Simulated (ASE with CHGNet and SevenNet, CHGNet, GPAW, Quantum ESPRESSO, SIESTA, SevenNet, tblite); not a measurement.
# Running random packing of S (91 atoms) with machine-learned potentials

Aim: run random packing of S (91 atoms) in machine-learned potentials and see how near its forces come to a plane-wave reference, and at what cost.

Program: ASE with CHGNet and SevenNet. Level of theory: the method is named at each step. Results are calculated unless marked as measured.

## Step 1: Set-up

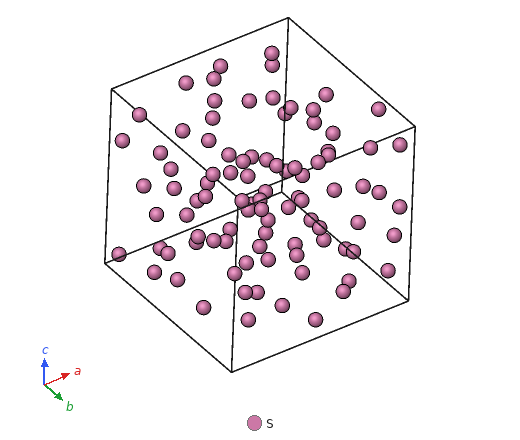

The starting structure, seen from a free direction (sulfur pink). Bonds to atoms that aren't drawn are left out. Some periodic images of atoms are drawn too.

The cell holds 91 atoms: 91 S. Its edges and angles: a = 13.938 Å, b = 13.938 Å, c = 13.938 Å, α = 90.0°, β = 90.0°, γ = 90.0°. 91 atoms (91 S) packed at random in a cube at 1.79 g/cm³ and pushed apart as soft spheres; a start for melting by ab initio MD, not an equilibrated structure. Then every atom was moved at random, 0.05 Å r.m.s. a Cartesian component.

The yardstick, on the same geometry:

| Quantity | Value |
| --- | --- |
| method | Kohn-Sham DFT, PBE, SSSP efficiency 1.3.0 pseudopotentials, plane waves (Quantum ESPRESSO 7.5); sssp-pbe-1.3.0-efficiency, cutoffs 45/360 Ry, Γ point |
| r.m.s. force component | 0.9532 eV/Å |
| longest force | 3.225 eV/Å |
| pressure | -9.732 GPa |
| time | 21 min on 4 MPI ranks of Arm Neoverse V1, shared host |
| CPU time | 85 min |

## Step 2: CHGNet r2SCAN potential

Method: machine-learned interatomic potential CHGNet r2SCAN, trained on r2SCAN plane-wave data.

Contents of run.py:

```python
import numpy as np
from ase.io import read
import mlip  # loads the published weights by name

atoms = read("structure.xyz")
atoms.calc = mlip.calc("chgnet-r2scan")
energy = atoms.get_potential_energy()
forces = atoms.get_forces()
print(f"energy {energy:.6f} eV")
print("forces (eV/A)")
for i, (a, f) in enumerate(zip(atoms, forces)):
    print(f"{i:4d} {a.symbol:2s} {f[0]:10.5f} {f[1]:10.5f} {f[2]:10.5f}")
stress = -atoms.get_stress(voigt=False) * 160.21766
print("stress (GPa, compression positive)")
for row in stress:
    print(" ".join(f"{x:10.4f}" for x in row))
```

Contents of structure.xyz:

```xyz
91
Lattice="13.93850 0.00000 0.00000 0.00000 13.93850 0.00000 0.00000 0.00000 13.93850" Properties=species:S:1:pos:R:3 pbc="T T T"
S 1.31161 2.08046 6.95406
S 1.83249 7.13665 8.71296
S 13.08853 13.30026 5.19627
S 0.40129 10.16814 2.65863
S 4.16259 1.11675 6.52210
S 4.12998 2.24772 10.30641
S 8.28783 5.23990 4.94190
S 11.97206 3.39570 1.69966
S 10.80875 8.98936 9.85689
S 13.26360 13.29315 12.34700
S 4.65448 11.00807 8.43614
S 7.27645 1.82985 13.92359
S 9.35496 6.52085 7.62283
S 2.42516 7.33555 13.40912
S 6.37756 6.70093 10.08032
S 1.95306 10.60748 8.54402
S 11.80242 7.02542 2.39896
S 4.81505 12.66536 2.57597
S 5.72022 9.21112 11.68506
S 11.57969 10.17483 2.77446
S 11.48811 3.88131 10.16145
S 12.59762 11.05337 10.98521
S 4.49879 6.81188 4.17570
S 13.89752 10.43562 6.50050
S 11.80647 1.21390 12.70940
S 5.16129 2.95817 1.87124
S 5.80957 9.65715 3.95644
S 8.72188 3.11651 11.35695
S 12.15744 6.12723 6.92632
S 9.52557 9.05375 13.00657
S 7.34991 12.89576 0.54876
S 1.91515 12.97047 2.81098
S 8.03819 5.73291 1.64530
S 5.68677 0.34846 12.30142
S 0.39070 0.95200 1.15717
S 0.83408 4.36456 11.21129
S 3.34301 4.08900 5.04852
S 4.03338 7.65335 10.37303
S 9.84490 12.97786 2.65919
S 5.99091 8.84565 8.80049
S 0.12405 7.65056 3.43445
S 13.70754 3.33228 8.74251
S 4.56820 5.07515 8.41147
S 4.05917 9.68182 2.06722
S 10.31825 13.46250 10.34669
S 12.93367 12.98009 2.23574
S 1.16066 9.05626 11.59739
S 13.48592 8.48492 0.71491
S 10.94897 3.33283 5.41385
S 5.08923 7.09971 1.53756
S 2.64887 1.77744 3.93540
S 3.94906 1.43678 0.07778
S 3.49745 10.21316 11.91951
S 10.75885 11.19150 0.34470
S 8.97625 0.82279 5.50961
S 0.27083 1.00929 10.32355
[... 31 atom lines left out ...]
S 1.95181 13.74908 5.47198
S 12.92252 6.57228 9.20986
S 6.97469 12.51301 8.43014
S 12.71080 5.95801 12.00718
```

The run is started by

```console
> OMP_NUM_THREADS=1 python run.py > output.txt
```

The program printed:

```text
CHGNet vr2scan initialized with 412,525 parameters
CHGNet will run on cpu
energy -608.535522 eV
forces (eV/A)
   0 S     0.12231    0.94899    1.06842
   1 S    -0.48166   -0.60682   -1.99200
   2 S     1.15892    0.30464    1.41078
   3 S    -2.91681   -3.06742   -0.48256
   4 S    -1.37624   -0.55176   -1.46905
   5 S     0.47508   -0.17078   -0.02882
   6 S     1.55688   -0.84160    0.60040
   7 S    -0.78870   -0.75376    0.23892
   8 S     0.47444    1.71240   -4.08197
   9 S    -1.50946    2.09924   -1.24358
  10 S    -0.86571    0.92392    0.24360
  11 S    -0.63553   -1.70576   -0.39195
  12 S     1.45240   -0.17447   -1.21119
  13 S    -1.02435    1.56307   -1.50127
  14 S    -2.93657    1.97971   -1.15521
  15 S     1.32840    2.14297   -1.12417
  16 S     1.10441    0.64001    0.97805
  17 S     0.28836    0.05806    2.39513
  18 S    -2.34009    0.09472   -1.28638
  19 S     1.47919    0.79241   -1.57896
  20 S     1.39796    0.36938   -0.25448
  21 S     0.61145    0.38444    2.36791
  22 S     2.85464    0.10779    0.59063
  23 S     2.43662   -2.26311    0.60480
[...]
83 S     0.02453   -0.09022   -1.27111
  84 S     1.39958   -0.07328    2.20569
  85 S    -0.70486   -3.25800    0.92646
  86 S     0.69422   -2.49869   -1.94214
  87 S     0.67872    1.55539   -1.59251
  88 S    -0.57901   -0.60523   -1.79203
  89 S    -1.14069   -0.09525    1.36322
  90 S     1.42117   -1.99770   -1.94439
stress (GPa, compression positive)
  -11.6481     0.3551    -1.8050
    0.3551   -11.1093    -0.2035
   -1.8050    -0.2035   -13.3090
```

Wall time 4.5 s (1 thread of Arm Neoverse V1, shared host); peak memory 0.62 GiB.

Banners, paths, timers and routine set-up lines are dropped from the logs unmarked, and long logs keep their key lines alone; longer cuts are marked.

Compared with the plane-wave run:

| Item | Value |
| --- | --- |
| r.m.s. force component | 1.453 eV/Å |
| r.m.s. difference of force components | 616.3 meV/Å |
| longest difference of force vectors | 2073 meV/Å |
| force difference over r.m.s. force | 64.66 % |
| slope of forces against the reference's | 1.453 |
| correlation of force components | 0.9532 |
| pressure | -12.02 GPa |
| pressure difference | -2.29 GPa |

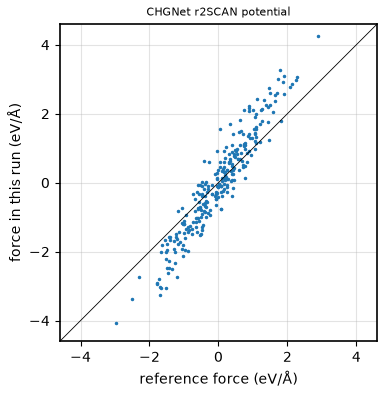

Force components against those of the reference; the line marks equality.

A closer look about S61, which bears the longest force: 11 atoms, nearest first, numbered in the order of the input, with positions taken from that point.

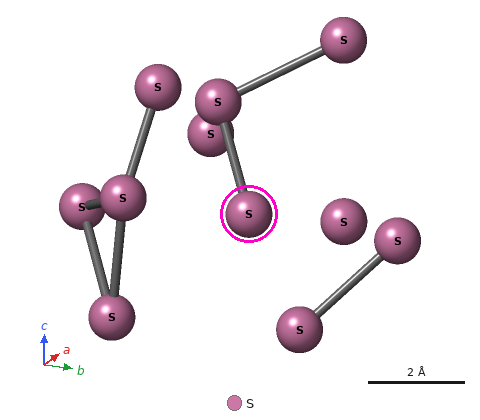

The atoms of the table, within 4.2 Å (arrows a, b, c point along x, y, z); some may hide others; the central atom is ringed.

```
atom      x      y      z  distance (Å)     Fx     Fy  Fz (eV/Å)
 S61   0.00   0.00   0.00          0.00   0.08  -1.34       4.27
  S9  -0.06  -0.69   2.41          2.50   0.47   1.71      -4.08
 S24   3.03   0.76  -0.95          3.26   2.44  -2.26       0.60
 S13  -1.52  -3.16   0.17          3.50   1.45  -0.17      -1.21
 S60  -2.47   2.37  -1.49          3.73  -0.83   3.09       0.83
 S29   1.29  -3.55  -0.52          3.81  -1.21   0.86       1.80
 S62  -0.94   3.92   0.25          4.04  -0.76  -0.12      -0.76
 S67  -0.27  -3.07  -2.63          4.05  -0.33  -0.78       0.61
 S74  -3.01   0.55   2.75          4.12  -1.29  -0.38       0.54
 S89   2.05  -3.10   1.76          4.12  -0.58  -0.61      -1.79
 S22   1.73   1.38   3.53          4.17   0.61   0.38       2.37
```

Atoms are counted from 1 here, from 0 in the log.

Forces lie 65 % from the reference's, at 8.8e-4 times its CPU time (on 1 against 4 cores).

## Step 3: SevenNet 0 potential

Method: machine-learned interatomic potential SevenNet 0, trained on PBE(+U) plane-wave data.

run.py: that of step 2 with these lines changed.

```diff
@@ -5,3 +5,3 @@
 atoms = read("structure.xyz")
-atoms.calc = mlip.calc("chgnet-r2scan")
+atoms.calc = mlip.calc("7net-0")
 energy = atoms.get_potential_energy()
```

structure.xyz is that of step 2.

The program printed:

```text
energy -259.200623 eV
forces (eV/A)
   0 S     0.12410    0.40660    0.78521
   1 S    -0.27739   -0.31210   -0.69253
   2 S     1.04140    0.10907    1.14930
   3 S    -1.14598   -0.90097    0.07021
   4 S    -0.45999   -0.70958   -1.00011
   5 S     0.49027   -0.13115   -0.20558
   6 S     0.94109   -0.64432    0.25631
   7 S    -0.51107   -0.55060    0.29498
   8 S     0.31316    1.30503   -2.74592
   9 S    -0.90682    1.27334   -0.73593
  10 S     0.29051   -0.18443    0.03642
  11 S     0.48966   -1.08424   -0.06365
  12 S     0.87871   -0.07002   -0.98629
  13 S    -0.86201    1.27754   -1.12484
  14 S    -1.92970    0.86828   -1.11201
  15 S     0.65501    1.23729   -0.80232
  16 S     0.33700    0.32030    0.60288
  17 S     0.04850   -0.08065    1.22897
  18 S    -2.24410    1.06419    0.26594
  19 S     0.25843    0.72928   -0.81126
  20 S     0.72744    0.30316   -0.01725
  21 S     0.08583    0.08314    1.24120
  22 S     2.04541   -0.28199    0.92309
  23 S     1.15141   -1.43039    0.41852
[...]
83 S    -0.20864   -0.00583   -0.97875
  84 S     0.66354    0.09992    1.10306
  85 S    -0.66373   -1.61808    0.96578
  86 S     0.56232   -1.04318   -1.46257
  87 S     0.24907    0.43807   -0.57597
  88 S    -0.49771   -0.43663   -1.45978
  89 S    -0.55254   -0.09536    0.38716
  90 S     0.81039   -1.55854   -1.31646
stress (GPa, compression positive)
   -9.1543     0.6966    -0.9271
    0.6966    -8.6519    -0.0689
   -0.9271    -0.0689    -9.4532
```

The job ended after 9.7 s (1 thread; peak memory 0.7 GiB).

Against the reference:

```
r.m.s. force component                  : 0.919 eV/Å
r.m.s. difference of force components   : 291.7 meV/Å
longest difference of force vectors     : 1485 meV/Å
force difference over r.m.s. force      : 30.6 %
slope of forces against the reference's : 0.918
correlation of force components         : 0.9521
pressure                                : -9.086 GPa
pressure difference                     : 0.6455 GPa
```

Against the first run (65 %), the force difference from the reference is 31 %, at 2.1 times the CPU time.

## Step 4: SevenNet l3i5 potential

Method: machine-learned interatomic potential SevenNet l3i5, trained on PBE(+U) plane-wave data.

run.py: that of step 3 with these lines changed.

```diff
@@ -5,3 +5,3 @@
 atoms = read("structure.xyz")
-atoms.calc = mlip.calc("7net-0")
+atoms.calc = mlip.calc("7net-l3i5")
 energy = atoms.get_potential_energy()
```

structure.xyz is that of step 3.

The program printed:

```text
energy -258.094025 eV
forces (eV/A)
   0 S     0.14642    0.34903    0.41752
   1 S    -0.28754   -0.24568   -0.88315
   2 S     1.00331    0.05695    0.89025
   3 S    -1.74811   -1.03984   -0.10230
   4 S    -0.73286   -0.48469   -0.73837
   5 S     0.60485   -0.31095   -0.16541
   6 S     0.74126   -0.22764    0.93644
   7 S    -0.35022   -0.53366    0.44484
   8 S     0.28851    1.56775   -2.89754
   9 S    -0.74490    0.84844   -0.95057
  10 S    -0.15886    0.49366   -0.20517
  11 S     0.01410   -0.86361    0.42381
  12 S     0.88374   -0.28404   -0.89580
  13 S    -0.81226    0.89180   -1.03120
  14 S    -1.04452    0.22262   -0.62810
  15 S     0.47095    1.12390   -0.91658
  16 S     0.70973    0.49111    0.48811
  17 S    -0.09253    0.20317    1.56900
  18 S    -1.24907    0.95934    0.20055
  19 S     0.73728    0.60846   -0.97250
  20 S     0.78924    0.45406   -0.11173
  21 S     0.23738    0.17172    1.40869
  22 S     2.04275   -0.41850    0.60256
  23 S     1.39293   -1.43721    0.41661
[...]
83 S    -0.25032   -0.03663   -0.84287
  84 S     0.56709    0.03559    0.98470
  85 S    -0.75712   -1.22914    1.07998
  86 S     0.68386   -1.24020   -1.23268
  87 S     0.21587    0.35672   -0.59404
  88 S    -0.29031   -0.11746   -1.21010
  89 S    -0.59220   -0.15868    0.61771
  90 S     0.84506   -1.48019   -1.29222
stress (GPa, compression positive)
   -9.0002     0.3721    -1.2065
    0.3721    -8.3350    -0.0710
   -1.2065    -0.0710    -9.4534
```

Elapsed: 11 s, on 1 thread; peak memory 0.98 GiB.

Numbers from this run, and their distance from the reference:

```yaml
r_m_s_force_component: 0.8928 eV/Å
r_m_s_difference_of_force_components: 290.5 meV/Å
longest_difference_of_force_vectors: 1296 meV/Å
force_difference_over_r_m_s_force: 30.47 %
slope_of_forces_against_the_reference_s: 0.8922
correlation_of_force_components: 0.9526
pressure: -8.93 GPa
pressure_difference: 0.8025 GPa
```

Against the first run (65 %), the force difference from the reference is 30 %, at 2.5 times the CPU time.

## Step 5: The ladder

Differences are against the plane-wave reference, forces as r.m.s. over components; share is that over the reference's r.m.s. force, slope the least-squares factor from reference forces to these. Total energies of different programs have different zeros and aren't compared.

```
                    run  Δ force, r.m.s. (meV/Å)  share (%)  slope  Δ pressure (GPa)  cores  CPU time  memory (GiB)
              reference                        -          -      -                 -      4    85 min           9.2
CHGNet r2SCAN potential                      616       64.7  1.453             -2.29      1     4.5 s          0.62
   SevenNet 0 potential                      292       30.6  0.918             0.645      1     9.7 s           0.7
SevenNet l3i5 potential                      290       30.5  0.892             0.802      1      11 s          0.98
```

Times of the machine-learned potentials are mostly Python's start and the loading of weights.

CPU time is summed over cores on a shared host, where runs went side by side, so it is rough. Symmetry, cutoffs, thresholds, outputs and thread counts weren't matched or tuned between programs; memory under MPI is the largest rank's times the ranks.

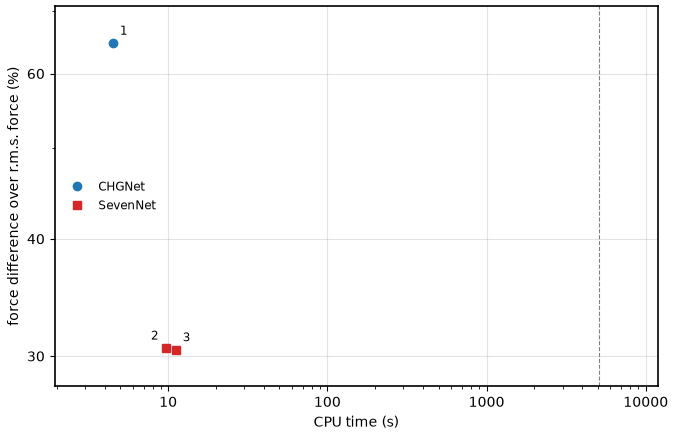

Force difference against CPU time; the dashed line marks the reference's time. Points: 1 CHGNet r2SCAN potential; 2 SevenNet 0 potential; 3 SevenNet l3i5 potential.

A second geometry, displaced anew (every atom was moved at random, 0.04 Å r.m.s. a Cartesian component), gives an energy difference that all programs can be tested on. The reference puts it at 12.45 meV/atom.

```
                    run  energy less the first geometry's (meV/atom)  error (meV/atom)  force share at the second geometry (%)
CHGNet r2SCAN potential                                        22.07              9.62                                    64.2
   SevenNet 0 potential                                        8.556             -3.89                                    30.6
SevenNet l3i5 potential                                        11.04             -1.41                                    28.4
```

## Step 6: What came out

```json
{"nearest in forces": "SevenNet l3i5 potential, 30 %", "its CPU time": "11 s"}
```

In words: Machine-learned potentials differ by 30 % (SevenNet l3i5 potential) to 65 % (CHGNet r2SCAN potential); they were trained on other programs' data, some at another functional. The energy difference between the two geometries, 12.4 meV/atom in the reference, is met best by SevenNet l3i5 potential (-1.41) and worst by CHGNet r2SCAN potential (+9.62). The reference's pressure holds the uncorrected Pulay stress of its 45 Ry basis, so small pressure differences, and their order, may be the reference's own error. Machine-learned potentials mimic data converged in k, so the reference's own k-point error enters their differences. The reference's pressure of -9.7 GPa belongs to a cell and atoms that aren't relaxed at this level. The electronic-structure runs sample only Γ, in a cell whose shortest periodic width is 14 Å, which is coarse for a cell with partly filled levels.

[Also dropped from logs without a mark: logging warnings of Python, and SIESTA's first energy breakdown and zero terms.]

[Logs are printed without paths, hosts, clocks, repeated set-up lines and the standing remarks that a program may print on its own settings, such as how far it seeks lower states.]

[Hosts, paths, dates, database ids (printed as entryN), source tags and the programs' standing remarks are cut or masked in the printed files.]
